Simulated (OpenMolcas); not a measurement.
## Multiconfigurational calculation for Ce³⁺ complex

System: Ce³⁺ with 2 ligands (Cl; linear, 2.51 Å), with no charges around it.
Method: state-averaged CASSCF, active space 1 electron in the shell 4f, basis ANO-RCC-VDZP on the metal and ANO-RCC-VDZP on the ligands, DKH2 scalar Hamiltonian, spin-orbit coupling by RASSI with atomic mean-field integrals (OpenMolcas).

**Summary**

- outcome: converged
- energy of the lowest spin-free term: −9775.15840 hartree
- energy of the lowest spin-orbit level: −9775.16415 hartree
- largest spread among components of a term: 0.0 cm⁻¹
- hardware: 1 thread of Arm Neoverse V2, 24 GiB of memory available, shared host
- wall time: 6.4 s
- peak memory: 0.6 GiB

**Notes**

Caveats: distances are set from ionic radii, not optimised.

**The input**
```
&GATEWAY
Coord
3

Ce 0.0 0.0 0.0
Cl 0.000000 0.000000 2.510000
Cl 0.000000 0.000000 -2.510000
Basis=Ce.ANO-RCC-VDZP,Cl.ANO-RCC-VDZP
Group=XYZ
NoMove
AngMom=0.0 0.0 0.0
AMFI
RICD
&SEWARD
&RASSCF
FileOrb=start.orb
Symmetry=2
Spin=2
nActEl=1 0 0
Inactive=24 21
Ras2=0 7
CIRoot=7 7 1
SDav=7
CIMx=300
Iter=150 100
PrWF=0.3
OrbListing=Nothing
MaxOrb=0
LevShft=1.0
>>> COPY $Project.JobIph JOB001
&RASSI
NrOfJobIphs=1 7
1 2 3 4 5 6 7
IphNames
JOB001
EJob
SpinOrbit
DIPRint=1.0
SOCoupling=1000.0
Subsets=2
Property=9
'ANGMOM' 1 'ANGMOM' 2 'ANGMOM' 3 'MLTPL  1' 1 'MLTPL  1' 2 'MLTPL  1' 3
'AMFI' 1 'AMFI' 2 'AMFI' 3
SOProperty=3
'ANGMOM' 1 'ANGMOM' 2 'ANGMOM' 3
```

The file start.orb holds starting orbitals from an earlier step. A driver script formed the levels outside the program, from RASSI's spin-orbit matrix and the active-space energies, averaged over the components of each term or state.

Run as:
```bash
OMP_NUM_THREADS=1 MOLCAS_MEM=2457 MOLCAS_PROJECT=a pymolcas a.inp > a.log  # once for each step of the input, in one work folder
```

**The program's output (extracts)**
```
--- SEWARD ---
Basis set label: CE.ANO-RCC...7S6P4D2F1G.

      Electronic valence basis set:
      ------------------
      Associated Effective Charge  58.000000 au
      Associated Actual Charge     58.000000 au
      Nuclear Model: Point charge

      Shell  nPrim  nBasis  Cartesian Spherical Contaminant
         s      25       7        X
         p      22       6        X
         d      15       4                 X
         f      11       2                 X
         g       4       1                 X
                  Relativistic Douglas-Kroll-Hess integrals:
                    - DKH order of Hamiltonian: 2
                    - DKH order of Properties : 0
                  Atomic mean-field integrals
--- RASSCF ---
Wave function specifications:
      -----------------------------

      Number of closed shell electrons          90
      Number of electrons in active shells       1
      Max number of holes in RAS1 space          0
      Max nr of electrons in RAS3 space          0
      Number of inactive orbitals               45
      Number of active orbitals                  7
      Number of secondary orbitals              52
      Spin quantum number                      0.5
      State symmetry                             2
Orbital specifications:
      -----------------------

      Symmetry species                           1   2
                                                ag  au
      Frozen orbitals                            0   0
      Inactive orbitals                         24  21
      Active orbitals                            0   7
      RAS1 orbitals                              0   0
      RAS2 orbitals                              0   7
      RAS3 orbitals                              0   0
      Secondary orbitals                        30  22
      Deleted orbitals                           0   0
      Number of basis functions                 54  50
      Number of CSFs                             7
      Number of root(s) required                 7
      Iter CI   SX   CI       RASSCF       Energy    max ROT     max BLB   max BLB  Level Ln srch  Step   QN
          iter iter root      energy       change     param      element    value   shift minimum  type update
 Nr of preliminary CI iterations:   1
      Total energies have been shifted. Add                -9000.00 au
        1   1   10    0  -774.81962242    0.00E+00  -8.32E-02   24  27 1  2.56E-01*  0.89   0.00    SX    NO
        2   1    9    0  -775.04714824   -2.28E-01* -5.25E-02   24  27 1  1.74E-01*  1.01   0.00    SX    NO
        3   1    9    0  -775.10703251   -5.99E-02* -3.42E-02   24  27 1  1.16E-01*  1.05   0.00    SX    NO
        4   1    9    0  -775.13030742   -2.33E-02* -2.28E-02   24  27 1  7.79E-02*  1.07   0.00    SX    NO
        5   1    8    0  -775.14107718   -1.08E-02* -3.03E-02   24  27 1  5.31E-02*  1.08   2.50    LS   YES
        6   1    9    0  -775.14924103   -8.16E-03*  1.65E-02   20  28 1 -2.07E-02*  1.09   1.58    LS   YES
        7   1    9    0  -775.15055833   -1.32E-03* -5.20E-03   24  45 1  2.07E-02*  1.10   1.07    QN   YES
        8   1    8    0  -775.15174373   -1.19E-03* -5.94E-03   24  39 1 -1.58E-02*  1.10   2.19    LS   YES
        9   1    8    0  -775.15223613   -4.92E-04*  3.93E-03   24  39 1 -1.04E-02*  1.09   1.04    QN   YES
       10   1    8    0  -775.15240299   -1.67E-04*  4.59E-03   24  39 1 -7.31E-03*  1.09   2.19    LS   YES
        ...
       19   1    5    0  -775.15253459   -5.29E-08*  4.07E-05    6  41 2  1.54E-04*  1.09   0.98    QN   YES
       20   1    5    0  -775.15253461   -2.68E-08*  5.99E-05   24  27 1  5.65E-05   1.09   2.09    QN   YES
       21   1    4    0  -775.15253463   -1.43E-08* -1.53E-05    6  41 2 -2.12E-05   1.09   1.13    QN   YES
       22   1    4    0  -775.15253463   -1.83E-09  -1.66E-05   21  25 2  1.46E-05   1.09   1.95    QN   YES
      Convergence after 22 iterations
       23   1    4    0  -775.15253463   -1.34E-09  -1.66E-05   21  25 2  6.44E-06   1.09   1.95    QN   YES
      Natural orbitals and occupation numbers for root  1
      sym 2:   1.000000  -0.000000  -0.000000   0.000000   0.000000  -0.000000   0.000000
      Natural orbitals and occupation numbers for root  2
      sym 2:   0.000000   0.000000  -0.000000   0.000000  -0.000000  -0.000000   1.000000
      Natural orbitals and occupation numbers for root  3
      sym 2:   0.000000   0.000000  -0.000000   0.000000   0.000000   1.000000   0.000000
::    RASSCF root number  1 Total energy:  -9775.15839789
::    RASSCF root number  2 Total energy:  -9775.15839789
::    RASSCF root number  3 Total energy:  -9775.15480258
::    RASSCF root number  4 Total energy:  -9775.15480258
::    RASSCF root number  5 Total energy:  -9775.14911886
::    RASSCF root number  6 Total energy:  -9775.14911886
::    RASSCF root number  7 Total energy:  -9775.14310377
--- RASSI ---
SPIN-FREE ENERGIES:
  (Shifted by EMIN (a.u.) =      -9775.1583978852)

 SF State       Relative EMIN(au)   Rel lowest level(eV)    D:o, cm**(-1)      Abs_M

     1             0.0000000000        0.0000000000              0.0000         3.0
     2             0.0000000000        0.0000000000              0.0000         3.0
     3             0.0035953028        0.0978331731            789.0778         2.0
     4             0.0035953028        0.0978331731            789.0778         2.0
     5             0.0092790255        0.2524951457           2036.5107         1.0
     6             0.0092790255        0.2524951457           2036.5107         1.0
     7             0.0152941200        0.4161742059           3356.6713         0.0
     Dipole printing threshold changed to   1.00000000E+00
Eigenvalues of complex Hamiltonian:
   -----------------------------------
  (Shifted by EMIN (a.u.) =      -9775.1583978852)

 SO State       Relative EMIN(au)   Rel lowest level(eV)    D:o, cm**(-1)      Omega

     1            -0.0057500929        0.0000000000              0.0000         2.5
     2            -0.0057500929        0.0000000000              0.0000         2.5
     3            -0.0014250934        0.1176892312            949.2277         1.5
     4            -0.0014250934        0.1176892312            949.2277         1.5
     5             0.0046076352        0.2818481398           2273.2586         3.5
     6             0.0046076352        0.2818481398           2273.2586         3.5
     7             0.0048923732        0.2895962548           2335.7513         0.5
     8             0.0048923732        0.2895962548           2335.7513         0.5
     9             0.0078189079        0.3692313227           2978.0515         2.5
    10             0.0078189079        0.3692313227           2978.0515         2.5
    11             0.0127904065        0.5045126890           4069.1693         1.5
    12             0.0127904065        0.5045126890           4069.1693         1.5
    13             0.0181086400        0.6492291973           5236.3866         0.5
    14             0.0181086400        0.6492291973           5236.3866         0.5
Weights of the five most important spin-orbit-free states for each spin-orbit state.

 SO State  Total energy (au)           Spin-free states, spin, and weights
 -------------------------------------------------------------------------------------------------------
    1        -0.005750       2 0.5  0.4579    1 0.5  0.4579    3 0.5  0.0421    4 0.5  0.0421    5 0.5  0.0000
    2        -0.005750       2 0.5  0.4579    1 0.5  0.4579    3 0.5  0.0421    4 0.5  0.0421    5 0.5  0.0000
    3        -0.001425       4 0.5  0.4318    3 0.5  0.4318    5 0.5  0.0682    6 0.5  0.0682    1 0.5  0.0000
    4        -0.001425       4 0.5  0.4318    3 0.5  0.4318    5 0.5  0.0682    6 0.5  0.0682    2 0.5  0.0000
    5         0.004608       1 0.5  0.5000    2 0.5  0.5000    6 0.5  0.0000    5 0.5  0.0000    7 0.5  0.0000
    6         0.004608       1 0.5  0.5000    2 0.5  0.5000    6 0.5  0.0000    5 0.5  0.0000    7 0.5  0.0000
    7         0.004892       6 0.5  0.3935    5 0.5  0.3935    7 0.5  0.2130    2 0.5  0.0000    1 0.5  0.0000
    8         0.004892       6 0.5  0.3935    5 0.5  0.3935    7 0.5  0.2130    2 0.5  0.0000    1 0.5  0.0000
    9         0.007819       3 0.5  0.4579    4 0.5  0.4579    2 0.5  0.0421    1 0.5  0.0421    6 0.5  0.0000
   10         0.007819       3 0.5  0.4579    4 0.5  0.4579    2 0.5  0.0421    1 0.5  0.0421    5 0.5  0.0000
   11         0.012790       5 0.5  0.4318    6 0.5  0.4318    4 0.5  0.0682    3 0.5  0.0682    2 0.5  0.0000
   12         0.012790       5 0.5  0.4318    6 0.5  0.4318    4 0.5  0.0682    3 0.5  0.0682    2 0.5  0.0000
```

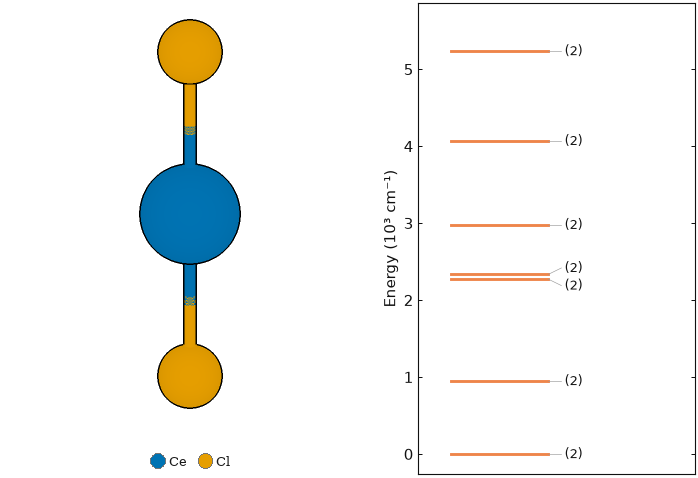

Figure 1. Ce³⁺ (4f) with 2 ligands, Cl⁻, at 2.51 Å (arrangement: linear, D∞h), and its levels. Labels give the representation in O, Td, D4 or D3 as the site allows (double group for half-integer spin) where it could be assigned and, in brackets, the degeneracy; spin-free states, where drawn, share the zero of the spin-orbit levels. The ground level is a Kramers doublet, 100 % from states of spin multiplicity 2. Its principal g values are 0.00, 0.00 and 4.17, easy-axis. The next level lies at 949 cm⁻¹. The active orbitals hold 97 to 100 % metal character (Löwdin), and the Mulliken charge of the metal is +1.87.
